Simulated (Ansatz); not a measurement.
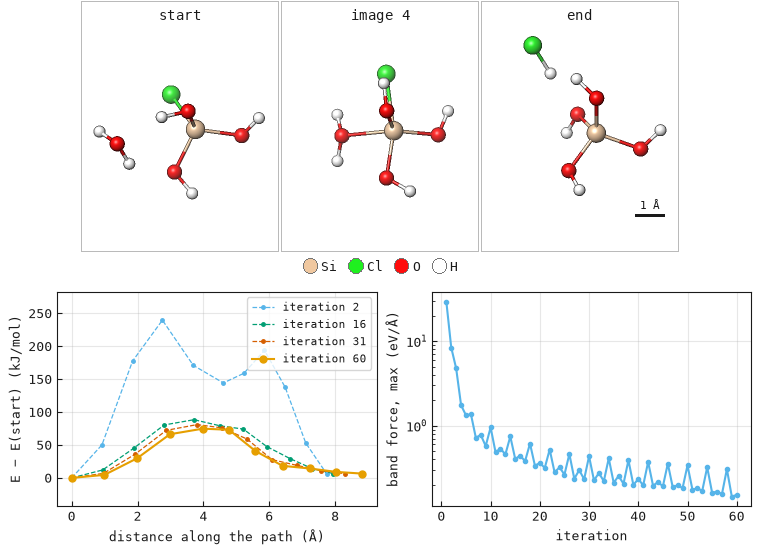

NEB run on SiH$_{5}$O$_{4}$Cl. Images are numbered from 0 (start) to 10 (end). The plot follows the band through its iterations. A ball-and-stick model, seen at a tilt.

Level of theory: RKS PBE0/def2-SVP in Ansatz. Set-up: 9 movable images; climbing image from the first iteration; force threshold 0.05 eV/Å; iteration limit 60; optimiser L-BFGS; starting path through a guess of the saddle point.

How did the profile develop, and is the result final?

Answer. The result isn't final. The band hadn't converged when the run stopped after 60 iterations. The largest component of the band force went from 30 to 0.15 eV/Å. The barrier read from it is provisional, though the highest image hardly moved in the last two iterations. The first iteration put the highest image at 602.2 kJ/mol. The highest point, image 4, lies 74.8 kJ/mol above the start and 68.3 kJ/mol above the end; the end is at +6.6 kJ/mol relative to the start.

Cost: 15 min on 2 threads of Intel(R) Xeon(R) 6975P-C (Granite Rapids), with other jobs on the host, peak memory 0.33 GiB.
